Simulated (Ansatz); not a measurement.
**SiH2Br− (SMILES [SiH2-]Br): wB97M-V/STO-3G**

Aim: the energy change on altering one bond length of SiH2Br− at wB97M-V/STO-3G, from 2 runs. 

The results are computed with Ansatz 0.2.0.

4 further runs of the same task are left out: 2 that didn't finish, 2 set aside as unsound or not needed.

## (1) The molecule

The species is SiH2Br− (4 atoms), meant as a singlet with charge -1. As SMILES, `[SiH2-]Br`. The coordinates come from a GFN2-xTB relaxation.

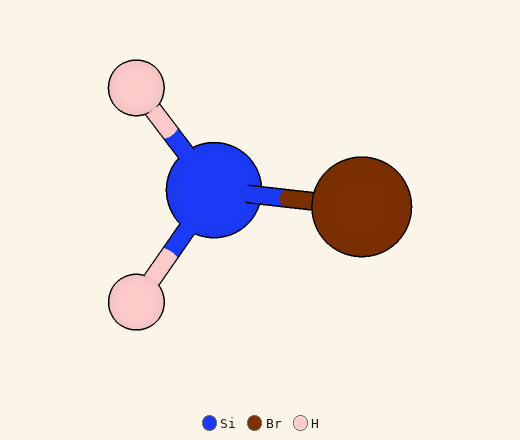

The structure, seen from a chosen angle (silicon blue, bromine brown, hydrogen pink).

## (2) A single-point energy at wB97M-V/STO-3G

input.yaml reads:

```yaml
crystal:
  periodic: [false, false, false]
  atoms:
    - symbol: Si
      position_ang: [-0.191960, -0.343010, -0.619410]
    - symbol: Br
      position_ang: [1.687710, -0.271360, 0.911070]
    - symbol: H
      position_ang: [-1.209900, -0.529990, 0.461390]
    - symbol: H
      position_ang: [-0.285850, 1.144360, -0.753060]
basis:
  gaussian:
    orbitals: STO-3G
total_charge: -1
hamiltonian:
  xc: {name: wB97M-V}
accuracy: high
```

On the command line:

```
$ ansatz run input.yaml --threads 1 --pin off --max-ram 2610MiB --events-out events.jsonl --progress --plain --runs-dir runs
```

Log:

```text
Warning: RAYON_NUM_THREADS=1 ignored (pool sized by the plan → 1); use --threads N
Functional definition: wB97M-V
  name "wB97M-V"
  parameter omega = 0.3/bohr
  parameter cx = 0.15
  parameter cx01 = 1.007
  parameter cx10 = 0.259
  parameter css00 = 0.443
  parameter css04 = -1.437
  parameter css10 = -4.535
  parameter css20 = -3.390
  parameter css43 = 4.278
  parameter cos00 = 1.000
  parameter cos10 = 1.358
  parameter cos20 = 2.924
  parameter cos21 = -8.812
  parameter cos60 = -1.390
  parameter cos61 = 9.142
  parameter b = 6.0
  parameter c = 0.01
  gx(w, u) = 1 - cx + cx01*u + cx10*w
  gss(w, u) = css00 + css04*u^4 + css10*w + css20*w^2 + css43*w^4*u^3
  gos(w, u) = cos00 + cos10*w + (cos20 + cos21*u)*w^2 + (cos60 + cos61*u)*w^6
  exchange = spin_sum(e_x_unif_sr(omega)*gx(b97_w, b97_u_x)) + cx*exact_x_sr(omega) + exact_x_lr(omega)
  correlation = spin_sum(e_c_pw_mod_same_spin*gss(b97_w, b97_u_same))
      + integral(e_c_pw_mod_opposite_spin*gos(b97_w_opposite, b97_u_opposite)) + vv10(b, c)
413 factors; integrals over basis functions are off by at most 1.4e-8 eV
135 factors; integrals over basis functions are off by at most 9.1e-10 eV
mean field evaluation 1: about -77098.8575 eV, gradient 9.1e0 eV
mean field evaluation 2: about -77099.2220 eV, gradient 2.8e0 eV
mean field evaluation 4: about -77099.2493 eV, gradient 1.8e-1 eV
mean field evaluation 8: about -77099.2295 eV, gradient 2.9e-3 eV
mean field evaluation 16: about -77099.2295 eV, gradient 1.1e-8 eV
mean field -77099.22945281 eV, -2833.3444226559 hartree, gradient 1.1e-8 eV, S^2 0.000000; 0 other end points of the search recorded, 0 dependent functions left out
reference -77099.22945504 eV, -2833.3444227381 hartree; 26, 26 occupied and 3, 3 virtual orbitals, 413 factors
Total energy: -77099.22945504 eV, -2833.3444227381 hartree
```

Run time: 20 s. Hardware: 1 thread of Arm Neoverse V1, shared host; peak memory 0.28 GiB.

## (3) The distorted shape, same level

job.yaml reads:

```yaml
crystal:
  periodic: [false, false, false]
  atoms:
    - {symbol: Si, position_ang: [0.062503, -0.296269, -0.889586]}
    - {symbol: Br, position_ang: [1.942173, -0.224619, 0.640894]}
    - {symbol: H, position_ang: [-1.209900, -0.529990, 0.461390]}
    - {symbol: H, position_ang: [-0.031387, 1.191101, -1.023236]}
basis:
  gaussian: {orbitals: STO-3G}
accuracy: high
hamiltonian: {xc: {name: wB97M-V}}
total_charge: -1
```

On the command line:

```
$ ansatz run job.yaml --threads 1 --pin off --max-ram 2610MiB --events-out events.jsonl --progress --plain --runs-dir runs
```

Log, cut to the lines that bear on the results:

```text
Warning: RAYON_NUM_THREADS=1 ignored (pool sized by the plan → 1); use --threads N
Functional definition: wB97M-V
  name "wB97M-V"
[...]
  gx(w, u) = 1 - cx + cx01*u + cx10*w
  gss(w, u) = css00 + css04*u^4 + css10*w + css20*w^2 + css43*w^4*u^3
  gos(w, u) = cos00 + cos10*w + (cos20 + cos21*u)*w^2 + (cos60 + cos61*u)*w^6
[...]
      + integral(e_c_pw_mod_opposite_spin*gos(b97_w_opposite, b97_u_opposite)) + vv10(b, c)
412 factors; integrals over basis functions are off by at most 1.1e-8 eV
135 factors; integrals over basis functions are off by at most 1.0e-9 eV
[...]
mean field -77098.27846110 eV, -2833.3094743552 hartree, gradient 9.9e-8 eV, S^2 0.000000; 0 other end points of the search recorded, 0 dependent functions left out
reference -77098.27846341 eV, -2833.3094744400 hartree; 26, 26 occupied and 3, 3 virtual orbitals, 412 factors
Total energy: -77098.27846341 eV, -2833.3094744400 hartree
```

Wall time 20 s (1 thread of Arm Neoverse V1, shared host); peak memory 0.28 GiB.

## (4) What came out

At wB97M-V/STO-3G:

```
                                                          quantity           value
                                         first shape: total energy  -2833.34442 Eh
                                     distorted shape: total energy  -2833.30947 Eh
energy change with the Si1–H3 bond stretched from 1.496 to 1.871 Å        0.951 eV
```

In words: With the Si1–H3 bond stretched from 1.496 to 1.871 Å the energy rises by 0.95 eV (21.9 kcal/mol). The first shape isn't relaxed at this level, so the change isn't measured from a minimum. The minimal basis adds a large error of its own.
